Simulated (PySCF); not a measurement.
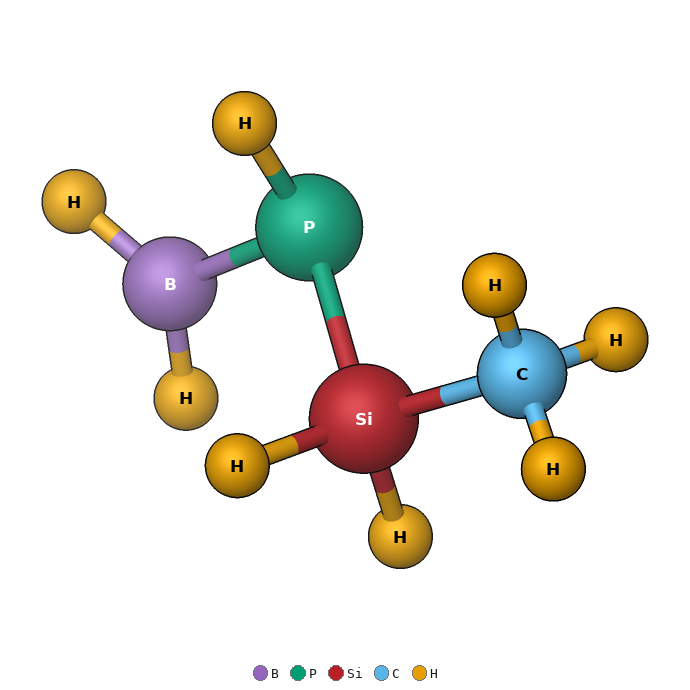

A ball-and-stick model of a molecule. Every bond is drawn as one stick, whatever its order.

Computed geometry: PBE0-D3(BJ)/def2-SVP optimisation. No frequency run is at hand to confirm it as a minimum.

Identify the structure.

Formula CH₈BPSi. Its SMILES string is `BP[SiH2]C`. It has no ring. Among its groups: Si–H bond, B–H bond. This geometry has C1 symmetry. Coordination: 1 B trigonal planar; 1 P trigonal pyramidal; 1 Si tetrahedral; 1 C tetrahedral.

The parts below concern this one geometry. Atoms keep their numbers from picture to picture.

Geometry

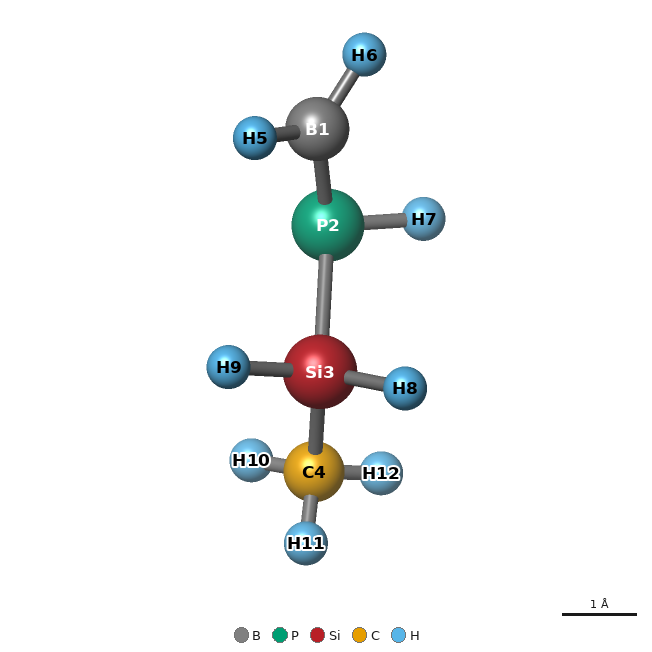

Atoms carry their numbers in the input. No frequency run is at hand to confirm it as a minimum.

List the bonds and their lengths.

```json
{"bond": "B1–P2", "length (Å)": "1.848", "order": "single"}
{"bond": "B1–H5", "length (Å)": "1.208", "order": "single"}
{"bond": "B1–H6", "length (Å)": "1.206", "order": "single"}
{"bond": "P2–Si3", "length (Å)": "2.246", "order": "single"}
{"bond": "P2–H7", "length (Å)": "1.420", "order": "single"}
{"bond": "Si3–C4", "length (Å)": "1.876", "order": "single"}
{"bond": "Si3–H8", "length (Å)": "1.496", "order": "single"}
{"bond": "Si3–H9", "length (Å)": "1.494", "order": "single"}
{"bond": "C4–H10", "length (Å)": "1.100", "order": "single"}
{"bond": "C4–H11", "length (Å)": "1.101", "order": "single"}
{"bond": "C4–H12", "length (Å)": "1.101", "order": "single"}
```

Dipole moment

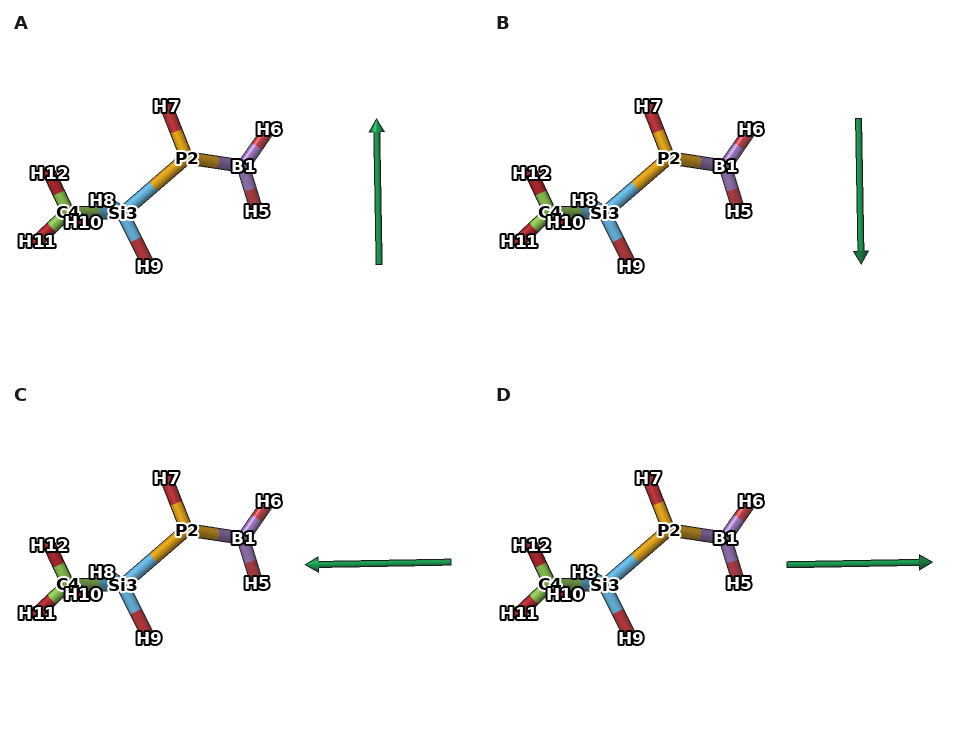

The same molecule four times, each with an arrow. No frequency run is at hand to confirm it as a minimum. Method: PBE0/pcSseg-1, gas phase (PySCF 2.14.0).

**Which arrow points along the dipole moment, from the negative to the positive end?**

C. The dipole moment is 1.79 D; it points from the side of H6 to the side of H11 (the outermost atoms at the two ends).

NMR shielding

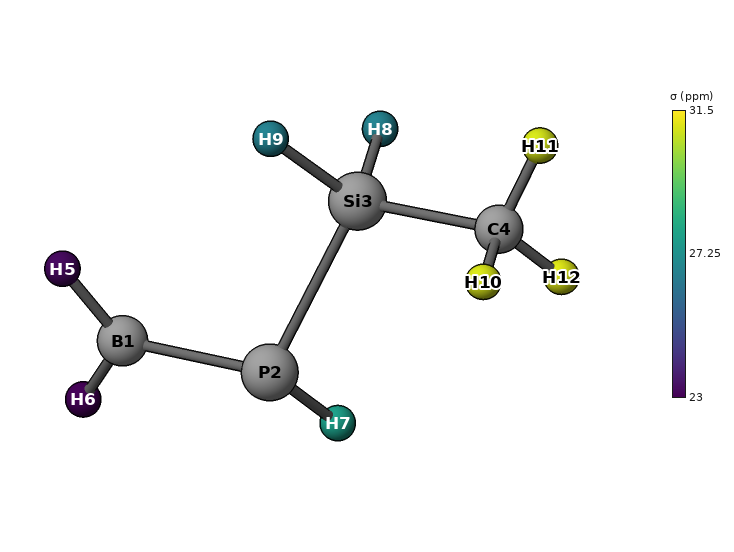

Atoms are coloured by their isotropic NMR shieldings (H only, the others grey). No frequency run is at hand to confirm it as a minimum. Properties computed with GIAO CAM-B3LYP/pcSseg-2 NMR shielding, non-relativistic, gas phase (PySCF 2.14.0).

**Which H atom is the most shielded (lowest chemical shift)?**

H12 (31.03 ppm).

**Which H atom is the least shielded (highest chemical shift)?**

H6 (23.08 ppm).

**How wide is the range of H shifts?**

7.95 ppm.

Give the isotropic NMR shieldings of the H atoms atom by atom.

```json
{"atom": "H5", "σ (ppm)": "23.23"}
{"atom": "H6", "σ (ppm)": "23.08"}
{"atom": "H7", "σ (ppm)": "27.78"}
{"atom": "H8", "σ (ppm)": "26.75"}
{"atom": "H9", "σ (ppm)": "26.69"}
{"atom": "H10", "σ (ppm)": "30.94"}
{"atom": "H11", "σ (ppm)": "30.92"}
{"atom": "H12", "σ (ppm)": "31.03"}
```

Polarisability

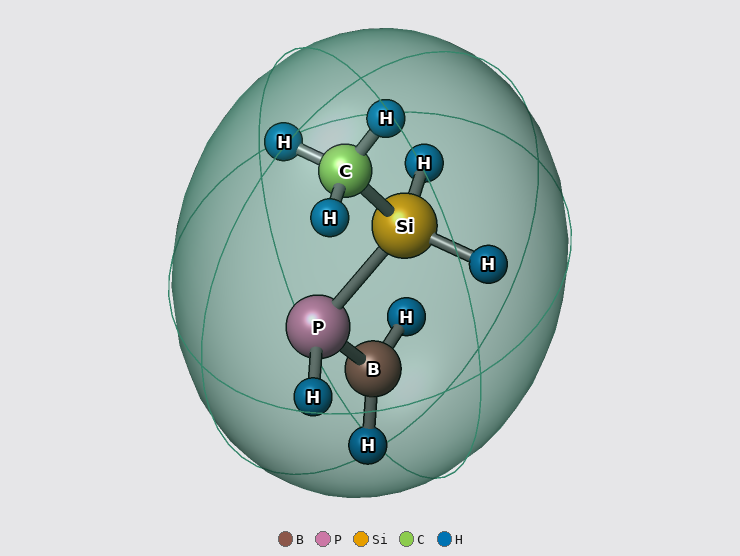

The ellipsoid shows the static dipole polarisability: its half-axes are proportional to the principal values. No frequency run is at hand to confirm it as a minimum. Computed with B3LYP/def2-SVPD (PySCF 2.14.0).

**How large and how anisotropic is the polarisability?**

Principal values 69.6, 80.6, 111.8 bohr³; mean 87.3 bohr³ (12.94 Å³); anisotropy 37.9 bohr³, so the longest axis is 1.61 times the shortest.
